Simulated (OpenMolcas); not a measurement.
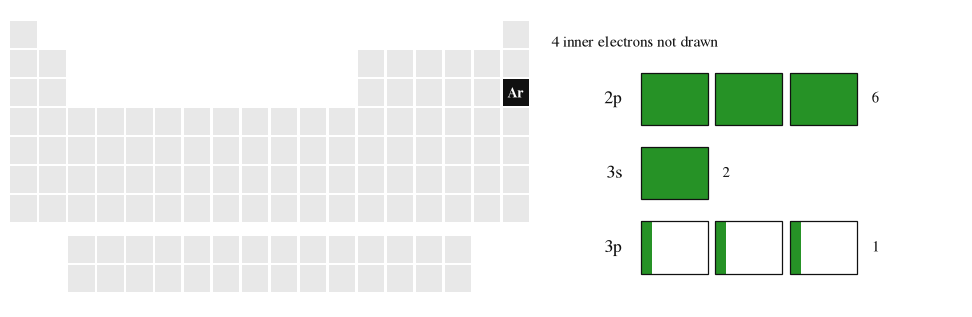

*Left, the place of argon in the periodic table; right, the outer shells of the leading configuration of the lowest level: a box for each of the 2l + 1 orbitals, shaded by the share of the shell that is filled, with the electron count at the right.*

Run report: Ar⁵⁺, multiconfigurational calculation

- system: Ar⁵⁺.
- method: state-averaged SS-RASPT2, IPEA shift 0.25, imaginary shift 0.1 hartree, active space 3 electrons in the shells 3s 3p 3d; RAS3 3d with at most 2 electrons, basis ANO-RCC-VQZP, DKH2 scalar Hamiltonian, spin-orbit coupling by RASSI with atomic mean-field integrals (OpenMolcas)

**Output (extracts)**
```
--- CASPT2 ---
Orbital specifications:
      -----------------------

      Symmetry species                           1   2
                                                ag  au
      Frozen orbitals                            2   3
      Inactive orbitals                          0   0
      Active orbitals                            6   3
      Secondary orbitals                        22  23
      Deleted orbitals                           0   0
      Number of basis functions                 30  29
Type of calculation                        SS-CASPT2
      Fock operator                              state-specific
      IPEA shift                                 0.25
      Real shift                                 0.00
      Imaginary shift                            0.10
      The input orbitals will be transformed to quasi-canonical
Reference energy:        -519.6536743208
      E2 (Non-variational):      -0.0047219523
      Shift correction:          -0.0000012176
      E2 (Variational):          -0.0047231699
      Total energy:            -519.6583974907
      Residual norm:              0.0000001687
      Reference weight:           0.99929
      Contributions to the CASPT2 correlation energy
      Active & Virtual Only:         -0.0047219523
      One Inactive Excited:           0.0000000000
      Two Inactive Excited:           0.0000000000
::    CASPT2 Root  1     Total energy:   -519.65839749
--- CASPT2 ---
Orbital specifications:
      -----------------------

      Symmetry species                           1   2
                                                ag  au
      Frozen orbitals                            2   3
      Inactive orbitals                          0   0
      Active orbitals                            6   3
      Secondary orbitals                        22  23
      Deleted orbitals                           0   0
      Number of basis functions                 30  29
Type of calculation                        MS-CASPT2
      Fock operator                              state-specific
      IPEA shift                                 0.25
      Real shift                                 0.00
      Imaginary shift                            0.10
      The input orbitals will be transformed to quasi-canonical
Reference energy:        -520.8795466265
      E2 (Non-variational):      -0.0105621250
      Shift correction:          -0.0000036327
      E2 (Variational):          -0.0105657577
      Total energy:            -520.8901123841
      Residual norm:              0.0000003984
      Reference weight:           0.99821
      Contributions to the CASPT2 correlation energy
      Active & Virtual Only:         -0.0105621250
      One Inactive Excited:           0.0000000000
      Two Inactive Excited:           0.0000000000
Reference energy:        -520.8795466265
      E2 (Non-variational):      -0.0105515885
      Shift correction:          -0.0000036208
      E2 (Variational):          -0.0105552093
      Total energy:            -520.8901018358
      Residual norm:              0.0000003980
      Reference weight:           0.99821
      Contributions to the CASPT2 correlation energy
      Active & Virtual Only:         -0.0105515885
      One Inactive Excited:           0.0000000000
      Two Inactive Excited:           0.0000000000
::    CASPT2 Root  1     Total energy:   -520.89011238
::    CASPT2 Root  2     Total energy:   -520.89010184
::    CASPT2 Root  3     Total energy:   -520.89010761
::    CASPT2 Root  4     Total energy:   -519.68970338
::    CASPT2 Root  5     Total energy:   -519.68970261
::    CASPT2 Root  6     Total energy:   -519.68970285
::    CASPT2 Root  7     Total energy:   -519.68970135
::    CASPT2 Root  8     Total energy:   -519.68970235
::    CASPT2 Root  9     Total energy:   -519.53712232
::    CASPT2 Root 10     Total energy:   -519.53709679
::    CASPT2 Root 11     Total energy:   -519.53712154
::    MS-CASPT2 Root  1     Total energy:   -520.89015633
::    MS-CASPT2 Root  2     Total energy:   -520.89015157
::    MS-CASPT2 Root  3     Total energy:   -520.89014571
::    MS-CASPT2 Root  4     Total energy:   -519.68970343
::    MS-CASPT2 Root  5     Total energy:   -519.68970300
::    MS-CASPT2 Root  6     Total energy:   -519.68970256
::    MS-CASPT2 Root  7     Total energy:   -519.68970222
::    MS-CASPT2 Root  8     Total energy:   -519.68970135
::    MS-CASPT2 Root  9     Total energy:   -519.53707836
::    MS-CASPT2 Root 10     Total energy:   -519.53707758
::    MS-CASPT2 Root 11     Total energy:   -519.53705294
--- CASPT2 ---
Orbital specifications:
      -----------------------

      Symmetry species                           1   2
                                                ag  au
      Frozen orbitals                            2   3
      Inactive orbitals                          0   0
      Active orbitals                            6   3
      Secondary orbitals                        22  23
      Deleted orbitals                           0   0
      Number of basis functions                 30  29
Type of calculation                        MS-CASPT2
      Fock operator                              state-specific
      IPEA shift                                 0.25
      Real shift                                 0.00
      Imaginary shift                            0.10
      The input orbitals will be transformed to quasi-canonical
Reference energy:        -520.4369055237
      E2 (Non-variational):      -0.0041257226
      Shift correction:          -0.0000011636
      E2 (Variational):          -0.0041268861
      Total energy:            -520.4410324098
      Residual norm:              0.0000001493
      Reference weight:           0.99935
      Contributions to the CASPT2 correlation energy
      Active & Virtual Only:         -0.0041257226
      One Inactive Excited:           0.0000000000
      Two Inactive Excited:           0.0000000000
Reference energy:        -520.4369055237
      E2 (Non-variational):      -0.0041257225
      Shift correction:          -0.0000011636
      E2 (Variational):          -0.0041268861
      Total energy:            -520.4410324098
      Residual norm:              0.0000001493
      Reference weight:           0.99935
      Contributions to the CASPT2 correlation energy
      Active & Virtual Only:         -0.0041257225
      One Inactive Excited:           0.0000000000
      Two Inactive Excited:           0.0000000000
::    CASPT2 Root  1     Total energy:   -520.44103241
::    CASPT2 Root  2     Total energy:   -520.44103241
::    CASPT2 Root  3     Total energy:   -520.44103241
::    MS-CASPT2 Root  1     Total energy:   -520.44103241
::    MS-CASPT2 Root  2     Total energy:   -520.44103241
::    MS-CASPT2 Root  3     Total energy:   -520.44103241
--- CASPT2 ---
Orbital specifications:
      -----------------------

      Symmetry species                           1   2
                                                ag  au
      Frozen orbitals                            2   3
      Inactive orbitals                          0   0
      Active orbitals                            6   3
      Secondary orbitals                        22  23
      Deleted orbitals                           0   0
      Number of basis functions                 30  29
Type of calculation                        MS-CASPT2
      Fock operator                              state-specific
      IPEA shift                                 0.25
      Real shift                                 0.00
      Imaginary shift                            0.10
      The input orbitals will be transformed to quasi-canonical
Reference energy:        -520.2710501419
      E2 (Non-variational):      -0.0142768344
      Shift correction:          -0.0000119813
      E2 (Variational):          -0.0142888157
      Total energy:            -520.2853389576
      Residual norm:              0.0000001054
      Reference weight:           0.99648
      Contributions to the CASPT2 correlation energy
      Active & Virtual Only:         -0.0142768344
      One Inactive Excited:           0.0000000000
      Two Inactive Excited:           0.0000000000
Reference energy:        -520.2710501419
      E2 (Non-variational):      -0.0142793173
      Shift correction:          -0.0000120222
      E2 (Variational):          -0.0142913395
      Total energy:            -520.2853414814
      Residual norm:              0.0000001063
      Reference weight:           0.99648
      Contributions to the CASPT2 correlation energy
      Active & Virtual Only:         -0.0142793173
      One Inactive Excited:           0.0000000000
      Two Inactive Excited:           0.0000000000
::    CASPT2 Root  1     Total energy:   -520.28533896
::    CASPT2 Root  2     Total energy:   -520.28534148
::    CASPT2 Root  3     Total energy:   -520.28533774
::    CASPT2 Root  4     Total energy:   -520.28533656
::    CASPT2 Root  5     Total energy:   -520.28533723
::    CASPT2 Root  6     Total energy:   -520.11677534
::    CASPT2 Root  7     Total energy:   -520.04835068
::    CASPT2 Root  8     Total energy:   -520.04835051
::    CASPT2 Root  9     Total energy:   -520.04835064
::    MS-CASPT2 Root  1     Total energy:   -520.28534456
::    MS-CASPT2 Root  2     Total energy:   -520.28534235
::    MS-CASPT2 Root  3     Total energy:   -520.28533784
::    MS-CASPT2 Root  4     Total energy:   -520.28533389
::    MS-CASPT2 Root  5     Total energy:   -520.28533337
::    MS-CASPT2 Root  6     Total energy:   -520.11677532
::    MS-CASPT2 Root  7     Total energy:   -520.04835068
::    MS-CASPT2 Root  8     Total energy:   -520.04835064
::    MS-CASPT2 Root  9     Total energy:   -520.04835051
```

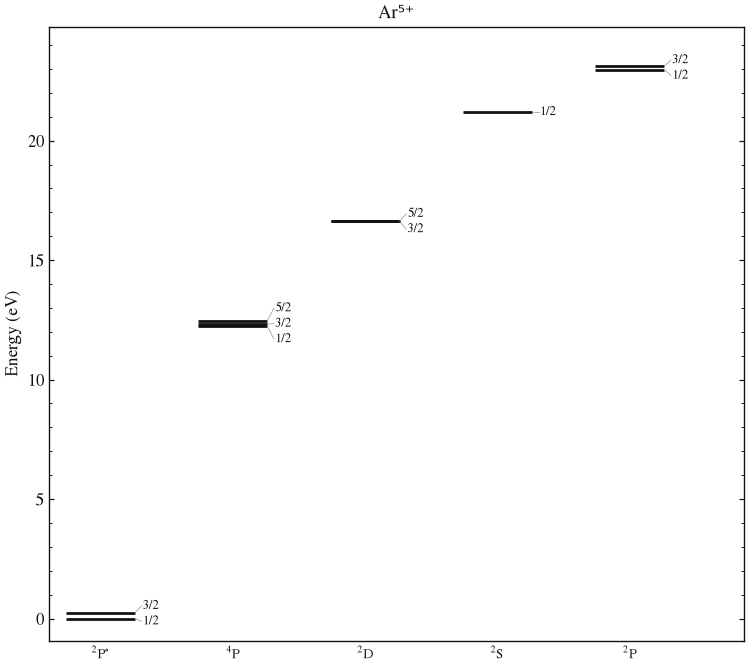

*Level diagram of Ar⁵⁺.*

The lowest level is 3s² 3p ²P°₁/₂. The first excited level, 3s² 3p ²P°₃/₂, lies at 0.244 eV. Among those computed, the lowest level of opposite parity, 3s 3p² ⁴P₁/₂, is at 12.2 eV. The leading LS term holds 100 % of a level on average. The ground level has g = 0.666. Spin-orbit coupling puts the ground level 0.163 eV below the lowest spin-free term.

| Configuration | Level | E (eV) | LS purity (%) |
| --- | --- | --- | --- |
| 3s² 3p | ²P°₁/₂ | 0 | 100 |
| 3s² 3p | ²P°₃/₂ | 0.2441 | 100 |
| 3s 3p² | ⁴P₁/₂ | 12.24 | 100 |
| 3s 3p² | ⁴P₃/₂ | 12.33 | 100 |
| 3s 3p² | ⁴P₅/₂ | 12.46 | 100 |
| 3s 3p² | ²D₃/₂ | 16.62 | 100 |
| 3s 3p² | ²D₅/₂ | 16.62 | 100 |
| 3s 3p² | ²S₁/₂ | 21.20 | 99 |
| 3s 3p² | ²P₁/₂ | 22.97 | 99 |
| 3s 3p² | ²P₃/₂ | 23.13 | 100 |

**Input**
```
&GATEWAY
Coord
1

Ar 0.0 0.0 0.0
Basis=ANO-RCC-VQZP
Group=XYZ
NoMove
AngMom=0.0 0.0 0.0
AMFI
&SEWARD
&RASSCF
FileOrb=start.orb
Symmetry=2
Spin=4
nActEl=3 0 0
Inactive=2 3
Ras2=1 3
CIRoot=1 1 1
SDav=1
CIMx=300
Iter=120 100
PrWF=0.3
OrbListing=Nothing
MaxOrb=0
Atom
>>> COPY $Project.JobIph JOBPRE
&RASSCF
FileOrb=start.orb
Symmetry=2
Spin=4
nActEl=3 0 2
Inactive=2 3
Ras2=1 3
Ras3=5 0
CIRoot=1 1 1
SDav=46
CIMx=300
Iter=120 100
PrWF=0.3
OrbListing=Nothing
MaxOrb=0
Thrs=2.0e-7 1.0e-1 5.0e-4
Atom
>>> COPY $Project.JobIph JOB001
&RASSCF
FileOrb=start.orb
Symmetry=2
Spin=2
nActEl=3 0 2
Inactive=2 3
Ras2=1 3
Ras3=5 0
CIRoot=11 11 1
SDav=116
CIMx=300
Iter=120 100
PrWF=0.3
OrbListing=Nothing
MaxOrb=0
Thrs=2.0e-7 1.0e-1 5.0e-4
Atom
>>> COPY $Project.JobIph JOB002
&RASSCF
FileOrb=start.orb
Symmetry=1
Spin=4
nActEl=3 0 2
Inactive=2 3
Ras2=1 3
Ras3=5 0
CIRoot=3 3 1
SDav=28
CIMx=300
Iter=120 100
PrWF=0.3
OrbListing=Nothing
MaxOrb=0
Thrs=2.0e-7 1.0e-1 5.0e-4
Atom
>>> COPY $Project.JobIph JOB003
&RASSCF
FileOrb=start.orb
Symmetry=1
Spin=2
nActEl=3 0 2
Inactive=2 3
Ras2=1 3
Ras3=5 0
CIRoot=9 9 1
SDav=84
CIMx=300
Iter=120 100
PrWF=0.3
OrbListing=Nothing
MaxOrb=0
Thrs=2.0e-7 1.0e-1 5.0e-4
Atom
>>> COPY $Project.JobIph JOB004
&RASSI
NrOfJobIphs=4 1 11 3 9
1
1 2 3 4 5 6 7 8 9 10 11
1 2 3
1 2 3 4 5 6 7 8 9
IphNames
JOB001
JOB002
JOB003
JOB004
EJob
SpinOrbit
DIPRint=1.0
SOCoupling=1000.0
Subsets=2
MEES
Property=10
'ANGMOM' 1 'ANGMOM' 2 'ANGMOM' 3 'MLTPL  1' 1 'MLTPL  1' 2 'MLTPL  1' 3
'AMFI' 1 'AMFI' 2 'AMFI' 3 'MLTPL  2' 6
SOProperty=3
'ANGMOM' 1 'ANGMOM' 2 'ANGMOM' 3
>>> COPY JOB001 $Project.JobIph
&CASPT2
Multistate=1 1
Frozen=2 3
IPEA=0.25
Imaginary=0.1
MaxIter=60
WThr=0.0 0.3 0.05
PrWF=0.5
NoMix
>>> COPY JOB002 $Project.JobIph
&CASPT2
Multistate=11 1 2 3 4 5 6 7 8 9 10 11
Frozen=2 3
IPEA=0.25
Imaginary=0.1
MaxIter=60
WThr=0.0 0.3 0.05
PrWF=0.5
NoMix
>>> COPY JOB003 $Project.JobIph
&CASPT2
Multistate=3 1 2 3
Frozen=2 3
IPEA=0.25
Imaginary=0.1
MaxIter=60
WThr=0.0 0.3 0.05
PrWF=0.5
NoMix
>>> COPY JOB004 $Project.JobIph
&CASPT2
Multistate=9 1 2 3 4 5 6 7 8 9
Frozen=2 3
IPEA=0.25
Imaginary=0.1
MaxIter=60
WThr=0.0 0.3 0.05
PrWF=0.5
NoMix
```

The file start.orb holds starting orbitals from an earlier step. A driver script formed the levels outside the program, from RASSI's spin-orbit matrix and the CASPT2 energies (for multi-state variants, the effective Hamiltonian), averaged over the components of each term or state. The log and the time are those of the CASPT2 step.

**Results in brief**

- outcome: converged
- lowest level: 3s² 3p ²P°₁/₂
- first excited level: 3s² 3p ²P°₃/₂, 1,969 cm⁻¹ (measured: 2,208)
- energy of the lowest spin-free term: −520.89011 hartree
- energy of the lowest spin-orbit level: −520.89609 hartree
- CASPT2 correlation energy: −0.0106 hartree
- largest spread among components of a term: 5.6 cm⁻¹
- lowest reference weight: 0.995
- hardware: 1 CPU thread, shared host
- wall time: 8.7 s

**Notes**

The run is of multi-state type; this report uses its single-state energies. Caveats: extra active shells serve correlation only, their own levels not computed; only configurations of the active space are included.
